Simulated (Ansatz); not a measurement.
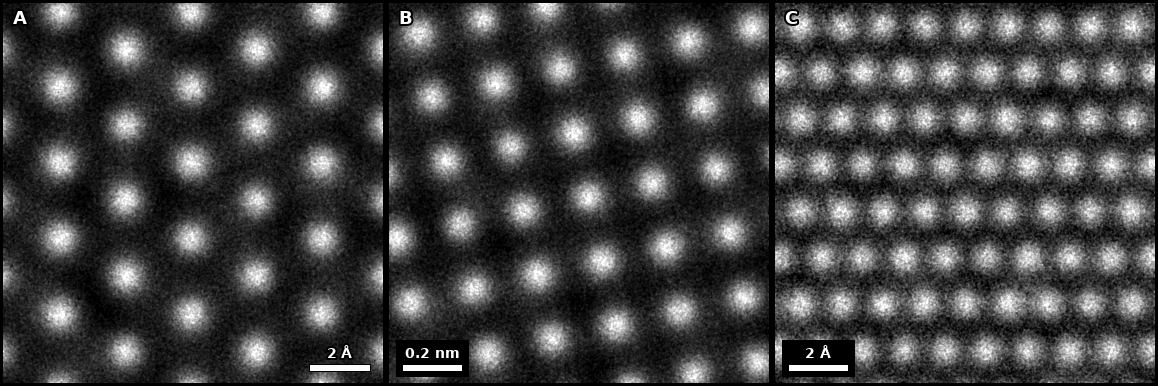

Three views of W (Im-3m, No. 229) along different zone axes. Simulated as the projected potential of neutral atoms (B = 0.8 Å²) blurred by a 0.67 Å probe, the thin-sample limit of integrated differential phase contrast. Shot noise and the speckle of an amorphous layer were added. Model: the input geometry of a calculation.

```xyz
2
Lattice="3.1683 0.0000 0.0000 0.0000 3.1683 0.0000 0.0000 0.0000 3.1683" Properties=species:S:1:pos:R:3 pbc="T T T"
W     0.0000    0.0000    0.0000
W     1.5841    1.5841    1.5841
```

### Match the panels to the zone axes [001], [111] and [210].

A is [111]: projected cell 2.59 × 2.59 Å, 120°, plane group p6mm. B is [001]: projected cell 2.24 × 2.24 Å, 90°, plane group p4mm. C is [210]: projected cell 1.42 × 1.74 Å, 114°, plane group c2mm.
